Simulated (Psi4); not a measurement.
**[BF4]− (tetrafluoroborate): MP3/aug-cc-pVDZ**

Aim: the energy change on altering one bond length of [BF4]− (tetrafluoroborate) at MP3/aug-cc-pVDZ, from 2 runs. 

The calculation is run with Psi4 1.11.

2 further runs of the same task are left out: 2 set aside as unsound or not needed.

## Step 1: Starting point

[BF4]− has 5 atoms, charge -1, and is taken as a singlet. SMILES: `F[B-](F)(F)F`. The shape is that of a PBE0-D4/def2-TZVPD optimisation.

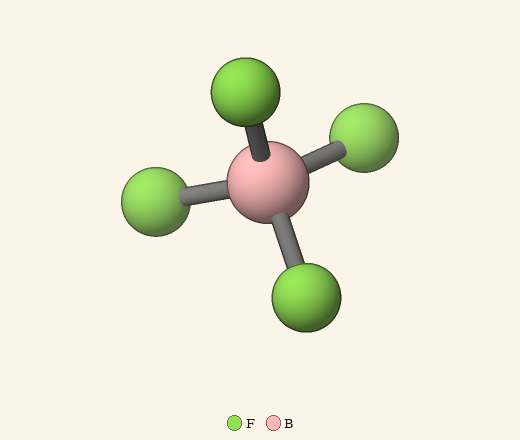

The structure, seen from a chosen angle (fluorine green, boron pink).

## Step 2: The energy at MP3/aug-cc-pVDZ

File run.py:

```python
import numpy as np
from ase.calculators.psi4 import Psi4
from ase import Atoms

atoms = Atoms(['F', 'B', 'F', 'F', 'F'], positions=[
    [-0.057100, -0.040200, 1.404000],
    [0.000000, 0.000000, 0.000100],
    [0.948900, -0.931000, -0.457200],
    [-1.262500, -0.319100, -0.529700],
    [0.370700, 1.290300, -0.417200],
])
calc = Psi4(atoms=atoms, method='mp3', basis='aug-cc-pVDZ', memory='2200MB', num_threads=1, charge=-1, multiplicity=1, label='psi4-calc')
calc.psi4.set_options({'puream': True, 'e_convergence': 1e-09, 'd_convergence': 1e-08, 'scf_type': 'pk', 'num_frozen_docc': 5, 'mp_type': 'conv'})
atoms.calc = calc

print(f'energy: {atoms.get_potential_energy():.6f} eV')
```

Started as:

```console
$ python run.py
```

psi4-calc.dat:

```text
[...]
  Running in c1 symmetry.
[...]
  Nuclear repulsion =  179.786669064899513
[...]
  Multiplicity = 1
[...]
  Nalpha       = 21
  Nbeta        = 21
[...]
    Number of basis functions: 115
[...]
   @RHF iter   1:  -422.66303430472550   -1.39981e+00   5.21521e-03 ADIIS/DIIS
[...]
   @RHF iter  10:  -422.78267935232282   -3.41061e-12   1.33747e-09 DIIS
[...]
    Orbital Energies [Eh]
    ---------------------
    Doubly Occupied:
       1A    -26.063010     2A    -26.062956     3A    -26.062953
       4A    -26.062937     5A     -7.529422     6A     -1.407713
       7A     -1.347239     8A     -1.347168     9A     -1.347158
      10A     -0.599393    11A     -0.525750    12A     -0.525725
      13A     -0.525722    14A     -0.443115    15A     -0.443112
      16A     -0.405495    17A     -0.405466    18A     -0.405463
      19A     -0.380631    20A     -0.380630    21A     -0.380605
[...]
  @RHF Final Energy:  -422.78267935232282
   => Energetics <=
    Nuclear Repulsion Energy =            179.7866690648995132
    One-Electron Energy =                -959.8353709051823444
    Two-Electron Energy =                 357.2660224879599582
    Total Energy =                       -422.7826793523228162
[...]
 Multipole Moments:
 ------------------------------------------------------------------------------------
     Multipole            Electronic (a.u.)      Nuclear  (a.u.)        Total (a.u.)
 ------------------------------------------------------------------------------------
 L = 1.  Multiply by 2.5417464519 to convert [e a0] to [Debye]
 Dipole X            :          0.0000234           -0.0000000            0.0000234
 Dipole Y            :         -0.0000468            0.0000000           -0.0000468
 Dipole Z            :          0.0005969           -0.0000444            0.0005525
 Magnitude           :                                                    0.0005549
[...]
	SCS-MP2 Total Energy (a.u.)        :  -423.66085389560783
	SOS-MP2 Total Energy (a.u.)        :  -423.64174350548234
[...]
	SOS-PI-MP2 Total Energy (a.u.)     :  -423.70782536341767
[...]
	MP2 Total Energy (a.u.)            :  -423.69907467585864
[...]
	SCS-MP3 Total Energy (a.u.)        :  -423.65945116189295
[...]
	MP3 Total Energy (a.u.)            :  -423.69346374099905
[...]
```

The script printed:

```text
energy: -11529.286398 eV
```

It took 32 s on 1 thread of AMD EPYC 7B13 (Zen 3), shared host; peak memory 1.4 GiB.

## Step 3: The distorted shape

File bf4.xyz:

```xyz
5
BF4
F     -0.085652    -0.060301     2.105996
B      0.000000     0.000000     0.000100
F      0.948900    -0.931000    -0.457200
F     -1.262500    -0.319100    -0.529700
F      0.370700     1.290300    -0.417200
```

File job.py:

```python
import psi4

psi4.set_memory(2200000000)
psi4.set_num_threads(1)
psi4.set_output_file('bf4.out', False)

with open('bf4.xyz') as f:
    atoms = ''.join(f.readlines()[2:])
molecule = psi4.geometry('-1 1\n' + atoms + 'symmetry c1')

psi4.set_options({
    'basis': 'aug-cc-pVDZ',
    'puream': True,
    'e_convergence': 1e-09,
    'd_convergence': 1e-08,
    'scf_type': 'pk',
    'num_frozen_docc': 5,
    'mp_type': 'conv',
})

e, wfn = psi4.energy("mp3", return_wfn=True)
print(f'mp3 energy: {e:.10f} Eh')
```

Started as:

```console
$ python job.py
```

bf4.out:

```text
[...]
  Running in c1 symmetry.
[...]
  Nuclear repulsion =  162.495189860720927
[...]
  Multiplicity = 1
[...]
  Nalpha       = 21
  Nbeta        = 21
[...]
    Number of basis functions: 115
[...]
   @RHF iter   1:  -422.53608105627961   -1.71247e+00   5.79188e-03 ADIIS/DIIS
[...]
   @RHF iter  11:  -422.69448707806731   -3.29692e-12   2.95549e-09 DIIS
[...]
    Orbital Energies [Eh]
    ---------------------
    Doubly Occupied:
       1A    -26.126397     2A    -26.126392     3A    -26.126375
       4A    -25.986102     5A     -7.632429     6A     -1.449924
       7A     -1.402991     8A     -1.402980     9A     -1.216868
      10A     -0.638803    11A     -0.565618    12A     -0.565616
      13A     -0.523859    14A     -0.478524    15A     -0.478520
      16A     -0.450094    17A     -0.450090    18A     -0.436587
      19A     -0.315758    20A     -0.315758    21A     -0.313006
[...]
  @RHF Final Energy:  -422.69448707806731
   => Energetics <=
    Nuclear Repulsion Energy =            162.4951898607209273
    One-Electron Energy =                -924.3739752587578096
    Two-Electron Energy =                 339.1842983199695141
    Total Energy =                       -422.6944870780673114
[...]
 Multipole Moments:
 ------------------------------------------------------------------------------------
     Multipole            Electronic (a.u.)      Nuclear  (a.u.)        Total (a.u.)
 ------------------------------------------------------------------------------------
 L = 1.  Multiply by 2.5417464519 to convert [e a0] to [Debye]
 Dipole X            :          0.0612857           -0.0025375            0.0587482
 Dipole Y            :          0.0430778           -0.0017864            0.0412913
 Dipole Z            :         -1.5056153            0.0623444           -1.4432709
 Magnitude           :                                                    1.4450561
[...]
	SCS-MP2 Total Energy (a.u.)        :  -423.59025616142469
	SOS-MP2 Total Energy (a.u.)        :  -423.57112140355889
[...]
	SOS-PI-MP2 Total Energy (a.u.)     :  -423.63855481321212
[...]
	MP2 Total Energy (a.u.)            :  -423.62852567715623
[...]
	SCS-MP3 Total Energy (a.u.)        :  -423.58676952175978
[...]
	MP3 Total Energy (a.u.)            :  -423.61457911849664
[...]
```

On the terminal:

```text
mp3 energy: -423.6145791185 Eh
```

Run time: 30 s. Hardware: 1 thread of AMD EPYC 7B13 (Zen 3), shared host; peak memory 1.3 GiB.

## Step 4: Outcome

At MP3/aug-cc-pVDZ, 5 core orbitals frozen:

```
                                                              quantity          value
                                             first shape: total energy  -423.69346 Eh
                      first shape: HOMO energy (Hartree–Fock orbitals)      -10.36 eV
                      first shape: LUMO energy (Hartree–Fock orbitals)        4.99 eV
    first shape: HOMO–LUMO gap (to an unbound level, set by the basis)       15.35 eV
              first shape: correlation energy (5 core orbitals frozen)     -910.8 mEh
                                         distorted shape: total energy  -423.61458 Eh
                  distorted shape: HOMO energy (Hartree–Fock orbitals)       -8.52 eV
                  distorted shape: LUMO energy (Hartree–Fock orbitals)        4.90 eV
distorted shape: HOMO–LUMO gap (to an unbound level, set by the basis)       13.41 eV
          distorted shape: correlation energy (5 core orbitals frozen)     -920.1 mEh
     energy change with the F1–B2 bond stretched from 1.406 to 2.108 Å       2.147 eV
```

**Reading.** With the F1–B2 bond stretched from 1.406 to 2.108 Å the energy rises by 2.15 eV (50 kcal/mol). The first shape isn't relaxed at this level, so the change isn't measured from a minimum.
